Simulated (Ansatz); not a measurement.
The parent structure is WSe₂ (space group P6_3/mmc, No. 194; a = 3.230 Å, c = 12.411 Å; layered, stacked along the Cartesian z axis). Axes: x lies along a and z along c of the hexagonal cell.

Now apply this change: the cell is compressed by 1.20 % along x with no lateral relaxation, atoms relaxed at fixed cell.

The values are results of PBEsol-D3(BJ) (Ansatz, a program for electronic structure), without spin-orbit coupling, not measurements.

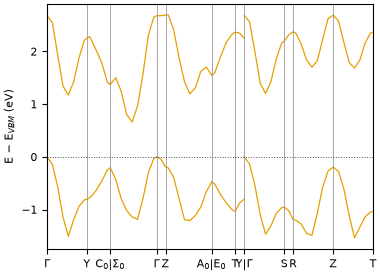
Figure. Highest valence and lowest conduction band along the path of the changed cell's own zone

From the figure, how large is the changed gap, and is it direct?

About 0.7 eV, indirect, Γ → Σ₀–Γ (47 % along).

With W present, leaving out spin-orbit coupling can change the band edges. The cells carry an imposed strain or load. Whether these cells are dynamically stable was not tested. Labels are those of the standard path for the cell's own space group.
